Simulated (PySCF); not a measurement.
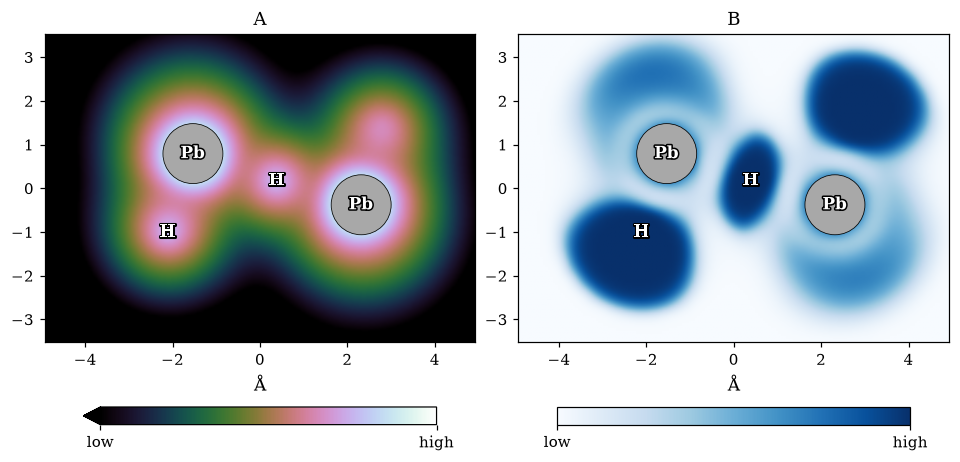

H5Pb2 (charge −1): 2 fields on the plane of atoms H3, Pb2 and H4, with unlabelled colour scales. Grey discs cover the atomic cores.

Core potentials replace the inner electrons of Pb.

All numbers below come from RKS B3LYP, Pb def2-SVP with ECP60, H def2-SVP; non-relativistic Hamiltonian with scalar-relativistic core potentials where named; density fitting in PySCF.

| atom | x (Å) | y (Å) | z (Å) |
| --- | --- | --- | --- |
| Pb | 0.3847 | 0.3290 | 1.9641 |
| Pb | -0.4598 | -0.2138 | -1.9332 |
| H | 1.2800 | -0.8799 | -2.2527 |
| H | 0.0078 | 0.0691 | 0.0055 |
| H | 0.1140 | -1.5163 | 2.2658 |
| H | -1.4492 | 0.6684 | 2.2723 |
| H | 0.1224 | 1.5435 | -2.3219 |

The panels show electron density and electron localisation function in some order. Assign them.

Panel A: electron density. Panel B: electron localisation function. From the grid: Pb–H (1.89 Å): ρ is about 0.98 e/Å³ halfway; the ELF climbs to about 1 towards the hydrogen.
